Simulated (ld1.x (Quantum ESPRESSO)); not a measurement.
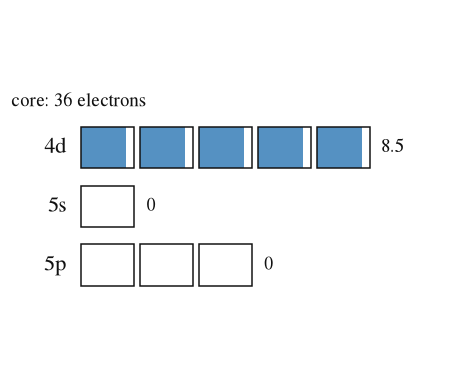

Fig. 1: The valence shells of the reference configuration: a box for each of the 2l + 1 orbitals, shaded by the share of the shell that is filled, with the electron count at the right. The shells are those of the unaltered input.

# Pseudopotential generation for Pd

Palladium (Pd, Z = 46), core [Kr], reference valence 4d8.5 5s0 5p0 (an ion of charge +1.5), valence charge 10. (This line and the method describe the unaltered input from which the odd one was made.) Computed at this level: RRKJ potential, PBEsol, scalar-relativistic, made with ld1.x (Quantum ESPRESSO) 7.5.

**Input**
```
 &input
   title='Pd', zed=46., rel=1, dft='PBESOL', iswitch=3,
   config='[Kr] 4d8.5 5s0 5p0',
   nld=3, rlderiv=2.50, eminld=-4.0, emaxld=5.0, deld=0.02
 /
 &inputp
   pseudotype=2, tm=.false., lloc=0,
   nlcc=.true., rcore=0.70,
   file_pseudopw='Pd.UPF', file_wfcaegen='ae.wfc', file_wfcncgen='nc.wfc', file_beta='beta', file_chi='chi'
 /
3
5P  3  1   0.00   0.00  2.30  2.30  0.0
4D  3  2   8.50   0.00  1.15  1.15  0.0
5S  1  0   0.00   0.00  1.95  1.95  0.0
 &test
   configts(1)='4d8.5 5s0 5p0'
 /
```

Hardware: 1 CPU thread, shared host.

Run as:
```bash
ld1.x < Pd.in > Pd.out
```

**Log**
```
     Program LD1 v.7.5
     --------------------------- All-electron run ----------------------------

     Pd
     scalar relativistic calculation

     atomic number is 46.00
     dft =PBESOL   lsd =0 sic =0 latt =0  beta=0.20 tr2=1.0E-14
     Exchange-correlation= PBESOL
                           (   1   4  10   8   0   0   0)
     mesh =1235 r(mesh) =  99.12271 a.u. xmin = -7.00 dx = 0.01250
     1 Ry =  13.60569312 eV, c = 137.03599908

     n l     nl                  e(Ry)          e(Ha)          e(eV)
     1 0     1S 1( 2.00)     -1776.5087      -888.2544    -24170.6323
     2 0     2S 1( 2.00)      -260.5265      -130.2633     -3544.6438
     2 1     2P 1( 6.00)      -233.7555      -116.8778     -3180.4059
     3 0     3S 1( 2.00)       -48.0411       -24.0205      -653.6323
     3 1     3P 1( 6.00)       -39.2433       -19.6217      -533.9324
     4 0     4S 1( 2.00)        -7.5877        -3.7939      -103.2363
     4 1     4P 1( 6.00)        -5.0696        -2.5348       -68.9758
     3 2     3D 1(10.00)       -25.2592       -12.6296      -343.6695
     4 2     4D 1( 8.50)        -1.5247        -0.7623       -20.7441
     5 0     5S 1( 0.00)        -1.1337        -0.5668       -15.4246
     5 1     5P 1( 0.00)        -0.7236        -0.3618        -9.8449

     final scf error:  8.8E-15 reached in  22 iterations

     Etot =  -10085.548693 Ry,   -5042.774346 Ha, -137220.880494 eV

     Ekin =   10460.639121 Ry,    5230.319560 Ha,  142324.245747 eV
     Encl =  -24319.216951 Ry,  -12159.608475 Ha, -330879.802820 eV
     Eh   =    4054.765948 Ry,    2027.382974 Ha,   55167.901177 eV
     Exc  =    -281.736811 Ry,    -140.868406 Ha,   -3833.224598 eV

     normalization and overlap integrals

     s(1S/1S) =  1.000000  <r> =   0.0319  <r2> =    0.0014  r(max) =   0.0207
     s(2S/2S) =  1.000000  <r> =   0.1384  <r2> =    0.0226  r(max) =   0.1175
     s(2P/2P) =  1.000000  <r> =   0.1207  <r2> =    0.0178  r(max) =   0.0938
     s(3S/3S) =  1.000000  <r> =   0.3796  <r2> =    0.1648  r(max) =   0.3401
     s(3P/3P) =  1.000000  <r> =   0.3789  <r2> =    0.1668  r(max) =   0.3358
     s(4S/4S) =  1.000000  <r> =   0.9440  <r2> =    1.0102  r(max) =   0.8469
     s(4P/4P) =  1.000000  <r> =   1.0372  <r2> =    1.2335  r(max) =   0.9129
     s(3D/3D) =  1.000000  <r> =   0.3578  <r2> =    0.1527  r(max) =   0.2819
     s(4D/4D) =  1.000000  <r> =   1.4131  <r2> =    2.4136  r(max) =   1.0875
     s(5S/5S) =  1.000000  <r> =   2.7141  <r2> =    8.3370  r(max) =   2.3311
     s(5P/5P) =  1.000000  <r> =   3.3989  <r2> =   13.1327  r(max) =   2.8831

     ------------------------ End of All-electron run ------------------------

     --------------------- Generating NC pseudopotential ---------------------

      Generating local pot.: lloc=0, matching radius rcloc =   1.9500

      Computing core charge for nlcc:

       r > 0.70 : true rho core
       r < 0.70 : rho core = a sin(br)/r    a=  21.69  b=   3.13

      Integrated core pseudo-charge :  11.88

      Wfc   5P  rcut= 2.274  Estimated cut-off energy=       32.75 Ry
      This function has    0 nodes for 0 < r <    2.274

      Wfc   4D  rcut= 1.158  Estimated cut-off energy=      171.94 Ry
      This function has    0 nodes for 0 < r <    1.158

     ------------------- End of pseudopotential generation -------------------

     --------------------------- All-electron run ----------------------------

     Pd
     scalar relativistic calculation

     atomic number is 46.00
     dft =PBESOL   lsd =0 sic =0 latt =0  beta=0.20 tr2=1.0E-14
     Exchange-correlation= PBESOL
                           (   1   4  10   8   0   0   0)
     mesh =1235 r(mesh) =  99.12271 a.u. xmin = -7.00 dx = 0.01250
     1 Ry =  13.60569312 eV, c = 137.03599908

     n l     nl                  e(Ry)          e(Ha)          e(eV)
     1 0     1S 1( 2.00)     -1776.5087      -888.2544    -24170.6323
     2 0     2S 1( 2.00)      -260.5265      -130.2633     -3544.6438
     2 1     2P 1( 6.00)      -233.7555      -116.8778     -3180.4059
     3 0     3S 1( 2.00)       -48.0411       -24.0205      -653.6323
     3 1     3P 1( 6.00)       -39.2433       -19.6217      -533.9324
     4 0     4S 1( 2.00)        -7.5877        -3.7939      -103.2363
     4 1     4P 1( 6.00)        -5.0696        -2.5348       -68.9758
     3 2     3D 1(10.00)       -25.2592       -12.6296      -343.6695
     4 2     4D 1( 8.50)        -1.5247        -0.7623       -20.7441
     5 0     5S 1( 0.00)        -1.1337        -0.5668       -15.4246
     5 1     5P 1( 0.00)        -0.7236        -0.3618        -9.8449

     final scf error:  8.8E-15 reached in  22 iterations

     Etot =  -10085.548693 Ry,   -5042.774346 Ha, -137220.880494 eV

     Ekin =   10460.639121 Ry,    5230.319560 Ha,  142324.245747 eV
     Encl =  -24319.216951 Ry,  -12159.608475 Ha, -330879.802820 eV
     Eh   =    4054.765948 Ry,    2027.382974 Ha,   55167.901177 eV
     Exc  =    -281.736811 Ry,    -140.868406 Ha,   -3833.224598 eV

     normalization and overlap integrals

     s(1S/1S) =  1.000000  <r> =   0.0319  <r2> =    0.0014  r(max) =   0.0207
     s(2S/2S) =  1.000000  <r> =   0.1384  <r2> =    0.0226  r(max) =   0.1175
     s(2P/2P) =  1.000000  <r> =   0.1207  <r2> =    0.0178  r(max) =   0.0938
     s(3S/3S) =  1.000000  <r> =   0.3796  <r2> =    0.1648  r(max) =   0.3401
     s(3P/3P) =  1.000000  <r> =   0.3789  <r2> =    0.1668  r(max) =   0.3358
     s(4S/4S) =  1.000000  <r> =   0.9440  <r2> =    1.0102  r(max) =   0.8469
     s(4P/4P) =  1.000000  <r> =   1.0372  <r2> =    1.2335  r(max) =   0.9129
     s(3D/3D) =  1.000000  <r> =   0.3578  <r2> =    0.1527  r(max) =   0.2819
     s(4D/4D) =  1.000000  <r> =   1.4131  <r2> =    2.4136  r(max) =   1.0875
     s(5S/5S) =  1.000000  <r> =   2.7141  <r2> =    8.3370  r(max) =   2.3311
     s(5P/5P) =  1.000000  <r> =   3.3989  <r2> =   13.1327  r(max) =   2.8831

     ------------------------ End of All-electron run ------------------------

     Computing logarithmic derivative in   2.49710
     Computing logarithmic derivative in   2.49710
     Computing the partial wave expansion
       no projector for channel:   0
     R is outside the sphere for l=    1 j= 0.00
     R is outside the sphere for l=    2 j= 0.00

     ---------------------- Testing the pseudopotential ----------------------

     Pd
     scalar relativistic calculation

     atomic number is 46.00   valence charge is 10.00
     dft =PBESOL   lsd =0 sic =0 latt =0  beta=0.20 tr2=1.0E-14
     mesh =1235 r(mesh) =  99.12271 xmin = -7.00 dx = 0.01250

     n l     nl             e AE (Ry)        e PS (Ry)    De AE-PS (Ry)
     3 2     4D   1( 8.50)       -1.52466       -1.52467        0.00000
     1 0     5S   1( 0.00)       -1.13369       -1.13369       -0.00000
     2 1     5P   1( 0.00)       -0.72358       -0.72358       -0.00000

     eps = 3.7E-15  iter =  3

     Etot =  -10085.548693 Ry,   -5042.774346 Ha, -137220.880494 eV
     Etotps =   -79.183648 Ry,     -39.591824 Ha,   -1077.348416 eV

     Ekin =      54.113592 Ry,      27.056796 Ha,     736.252920 eV
     Encl =     -81.724076 Ry,     -40.862038 Ha,   -1111.912697 eV
     Ehrt =      46.267172 Ry,      23.133586 Ha,     629.496944 eV
     Ecxc =     -34.724105 Ry,     -17.362053 Ha,    -472.445523 eV
     (Ecc =     -21.263026 Ry,     -10.631513 Ha,    -289.298210 eV)
     Epseu=     -63.116230 Ry,     -31.558115 Ha,    -858.740060 eV

     ---------------------- End of pseudopotential test ----------------------
```

**Outcome**

```tsv
quantity	value
outcome	generated
wall time	1.1 s
```

**What is odd here**

This input holds a deliberate oddity: pseudo principal number of 5P raised by one. The program ran to the end. The all-electron atom is untouched: its total energy equals that from the unaltered input (−10085.5487 Ry). The pseudo-atom's energy and levels in the reference configuration are also those from the unaltered input, so the oddity leaves no trace there. The pseudo-atom meets the occupied all-electron levels that the test lists within 0.00001 Ry. No test for ghost states or cutoffs was run on this potential, so its soundness isn't shown.
